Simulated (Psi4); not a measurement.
# CH3OSi (SMILES O=C[SiH2]): UCCSD(T)/aug-pcseg-0

Aim: the vertical ionisation energy of CH3OSi at UCCSD(T)/aug-pcseg-0, from 2 runs. 

Program for the calculation: Psi4 1.11.

## (1) Starting point

CH3OSi: 6 atoms, total charge 0, spin state doublet. As SMILES, `O=C[SiH2]`. Geometry: relaxed at GFN2-xTB.

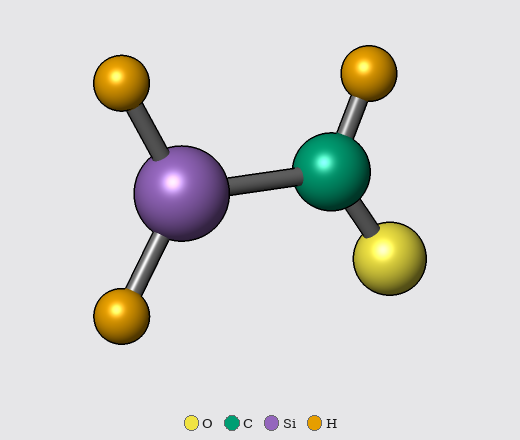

The structure, seen from a chosen angle (oxygen yellow, carbon teal, silicon purple, hydrogen amber).

## (2) A single-point energy at UCCSD(T)/aug-pcseg-0

ch3osi.inp reads:

```
memory 1600 MB

molecule geom {
  0 2
  O     -0.405500    -1.673820     0.915670
  C     -0.242670    -0.939410    -0.057320
  Si     0.219510     0.844060     0.059210
  H     -0.377500    -1.353030    -1.078150
  H      0.382310     1.607150    -1.165410
  H      0.423850     1.515060     1.325990
  symmetry c1
}

set basis aug-pcseg-0
set reference uhf
set freeze_core true
set scf_type pk

e = energy("ccsd(t)")
```

The run is started by

```bash
$ psi4 -i ch3osi.inp -o ch3osi.out -n 1
```

ch3osi.out:

```text
[...]
  Running in c1 symmetry.
[...]
  Nuclear repulsion =   89.590700312487598
[...]
  Multiplicity = 2
[...]
  Nalpha       = 16
  Nbeta        = 15
[...]
    Number of basis functions: 52
[...]
   @UHF iter   1:  -402.46997990597868   -5.86942e-01   8.74832e-03 ADIIS/DIIS
[...]
   @UHF iter  18:  -402.60774970021885   -7.84439e-12   5.86326e-09 DIIS
[...]
   @S^2 Observed:                9.309458175E-01
[...]
    Orbital Energies [Eh]
    ---------------------
    Alpha Occupied:
       1A    -68.758668     2A    -20.622083     3A    -11.335747
       4A     -6.085077     5A     -4.296176     6A     -4.288621
       7A     -4.287771     8A     -1.450565     9A     -0.874813
      10A     -0.746248    11A     -0.674933    12A     -0.617293
      13A     -0.615669    14A     -0.522628    15A     -0.430562
      16A     -0.325808
    Alpha Virtual:
      17A      0.043974    18A      0.059223    19A      0.070003
      20A      0.071560    21A      0.086450    22A      0.090848
      23A      0.102849    24A      0.103549    25A      0.158012
[...]
  @UHF Final Energy:  -402.60774970021885
   => Energetics <=
    Nuclear Repulsion Energy =             89.5907003124875985
    One-Electron Energy =                -733.1452339370468962
    Two-Electron Energy =                 240.9467839243404796
    Total Energy =                       -402.6077497002188466
  UHF NO Occupations:
  HONO-2 :   14  A 1.9950888
  HONO-1 :   15  A 1.9145245
[...]
 Multipole Moments:
 ------------------------------------------------------------------------------------
     Multipole            Electronic (a.u.)      Nuclear  (a.u.)        Total (a.u.)
 ------------------------------------------------------------------------------------
 L = 1.  Multiply by 2.5417464519 to convert [e a0] to [Debye]
 Dipole X            :         -0.3161727            0.5406274            0.2244547
 Dipole Y            :         -1.3151748            2.2775816            0.9624069
 Dipole Z            :          0.7280536           -1.5614253           -0.8333717
 Magnitude           :                                                    1.2927163
[...]
      * MP2 total energy                      = -402.862205077084297
[...]
      * CCSD total energy                     = -402.897301388452547
[...]
      * CCSD(T) total energy                     = -402.906495741182823
[...]
```

It took 8.4 s on 1 thread of INTEL XEON PLATINUM 8581C at 2.30GHz (Emerald Rapids), shared host; peak memory 0.23 GiB.

## (3) The singlet cation, same level

job.json reads:

```json
{
 "schema_name": "qcschema_input",
 "schema_version": 1,
 "molecule": {
  "schema_name": "qcschema_molecule",
  "schema_version": 2,
  "symbols": ["O", "C", "Si", "H", "H", "H"],
  "geometry": [-0.76628394, -3.16306138, 1.73036552, -0.45857984, -1.77522762, -0.1083191, 0.41481378, 1.59504223, 0.11189068, -0.71337161, -2.55685614, -2.03740822, 0.72246119, 3.03707334, -2.20230572, 0.80096042, 2.86304846, 2.50575794],
  "molecular_charge": 1,
  "molecular_multiplicity": 1,
  "fix_symmetry": "c1"
 },
 "driver": "energy",
 "model": {
  "method": "ccsd(t)",
  "basis": "aug-pcseg-0"
 },
 "keywords": {
  "reference": "uhf",
  "freeze_core": true,
  "scf_type": "pk"
 }
}
```

The run is started by

```bash
$ psi4 --qcschema job.json -n 1 --memory 1600MB
```

stdout:

```text
[...]
  Running in c1 symmetry.
[...]
  Nuclear repulsion =   89.590700435700484
[...]
  Multiplicity = 1
[...]
  Nalpha       = 15
  Nbeta        = 15
[...]
    Number of basis functions: 52
[...]
   @UHF iter   1:  -402.20978194960128   -3.26744e-01   7.55187e-03 DIIS/ADIIS
[...]
   @UHF iter  12:  -402.30242234974224   -1.30740e-12   8.45223e-09 DIIS
[...]
   @S^2 Observed:               -8.881784197E-15
[...]
    Orbital Energies [Eh]
    ---------------------
    Alpha Occupied:
       1A    -69.075926     2A    -20.847781     3A    -11.573925
       4A     -6.397651     5A     -4.600758     6A     -4.599789
       7A     -4.599148     8A     -1.647452     9A     -1.115158
      10A     -0.976100    11A     -0.891693    12A     -0.847308
      13A     -0.779758    14A     -0.751640    15A     -0.652766
    Alpha Virtual:
      16A     -0.276927    17A     -0.106180    18A     -0.101447
      19A     -0.099257    20A     -0.084129    21A     -0.066473
      22A     -0.059130    23A     -0.053292    24A     -0.040217
      25A     -0.004854    26A      0.017825    27A      0.022014
[...]
  @UHF Final Energy:  -402.30242234974224
   => Energetics <=
    Nuclear Repulsion Energy =             89.5907004357004837
    One-Electron Energy =                -725.0725378584238570
    Two-Electron Energy =                 233.1794150729811861
    Total Energy =                       -402.3024223497421872
  UHF NO Occupations:
  HONO-2 :   12  A 2.0000000
  HONO-1 :   14  A 2.0000000
[...]
 Multipole Moments:
 ------------------------------------------------------------------------------------
     Multipole            Electronic (a.u.)      Nuclear  (a.u.)        Total (a.u.)
 ------------------------------------------------------------------------------------
 L = 1.  Multiply by 2.5417464519 to convert [e a0] to [Debye]
 Dipole X            :          0.0305969            0.5406274            0.5712243
 Dipole Y            :          0.0596832            2.2775816            2.3372648
 Dipole Z            :          0.4175972           -1.5614253           -1.1438280
 Magnitude           :                                                    2.6641033
[...]
      * MP2 total energy                      = -402.576831746853827
[...]
      * CCSD total energy                     = -402.595040390644328
[...]
      * CCSD(T) total energy                     = -402.605004106744047
[...]
```

The result, in JSON:

```text
{
 "driver": "energy",
 "model": {
  "method": "ccsd(t)",
  "basis": "aug-pcseg-0"
 },
 "success": true,
 "return_result": -402.60500410674405,
 "properties": {
  "calcinfo_nbasis": 52,
  "calcinfo_nmo": 52,
  "calcinfo_nalpha": 15,
  "calcinfo_nbeta": 15,
  "calcinfo_natom": 6,
  "nuclear_repulsion_energy": 89.59070043570048,
  "return_energy": -402.60500410674405,
  "scf_one_electron_energy": -725.0725378584239,
  "scf_two_electron_energy": 233.1794150729812,
  "scf_dipole_moment": [0.5712242721949524, 2.3372648154785294, -1.1438280341300913],
  "scf_total_energy": -402.30242234974224,
  "scf_iterations": 12,
  "mp2_same_spin_correlation_energy": -0.06399390304797846,
  "mp2_opposite_spin_correlation_energy": -0.2104154940605843,
  "mp2_singles_energy": -6.628505917599983e-28,
  "mp2_doubles_energy": -0.27440939710856277,
  "mp2_correlation_energy": -0.27440939710856277,
  "mp2_total_energy": -402.5768317468538,
  "ccsd_same_spin_correlation_energy": -0.051380454593608474,
  "ccsd_opposite_spin_correlation_energy": -0.2412375863054913,
  "ccsd_singles_energy": 5.719519149173717e-17,
  "ccsd_doubles_energy": -0.29261804089909976,
  "ccsd_correlation_energy": -0.2926180408990997,
  "ccsd_total_energy": -402.59504039064433,
  "ccsd_iterations": 19,
  "ccsd_prt_pr_correlation_energy": -0.3025817569988058,
  "ccsd_prt_pr_total_energy": -402.60500410674405
 }
}
```

It took 7.8 s on 1 thread of INTEL XEON PLATINUM 8581C at 2.30GHz (Emerald Rapids), shared host; peak memory 0.23 GiB.

## (4) Outcome

Level: UCCSD(T)/aug-pcseg-0, 7 core orbitals frozen.

| quantity | value |
| --- | --- |
| doublet CH3OSi: total energy | -402.90650 Eh |
| doublet CH3OSi: HOMO energy (Hartree–Fock orbitals) (highest over α and β) | -8.87 eV |
| doublet CH3OSi: LUMO energy (Hartree–Fock orbitals) (lowest over α and β) | 0.32 eV |
| doublet CH3OSi: correlation energy (7 core orbitals frozen) | -298.7 mEh |
| doublet CH3OSi: (T) correction | -9.19 mEh |
| doublet CH3OSi: ⟨S²⟩ of the reference determinant | 0.931 |
| doublet CH3OSi: T1 diagnostic | 0.055 |
| singlet cation: total energy | -402.60500 Eh |
| singlet cation: HOMO energy (Hartree–Fock orbitals) | -17.76 eV |
| singlet cation: LUMO energy (Hartree–Fock orbitals) | -7.54 eV |
| singlet cation: HOMO–LUMO gap (Hartree–Fock orbitals) | 10.23 eV |
| singlet cation: correlation energy (7 core orbitals frozen) | -302.6 mEh |
| singlet cation: (T) correction | -9.96 mEh |
| singlet cation: T1 diagnostic | 0.022 |
| vertical ionisation energy (to the singlet cation) | 8.204 eV |

**Reading.** The vertical ionisation energy comes to 8.20 eV (792 kJ/mol). Only the singlet of the ionised species was computed; a triplet could lie lower. ⟨S²⟩ (doublet CH3OSi) is 0.93 where a pure doublet has 0.75: the reference is spin-contaminated. The T1 diagnostic (doublet CH3OSi) of 0.055 is above the customary mark for such species, so a single reference may not serve. The triples (doublet CH3OSi) make up 3.1 % of the correlation energy. The T1 diagnostic (singlet cation) of 0.022 is above the customary mark for such species, so a single reference may not serve.
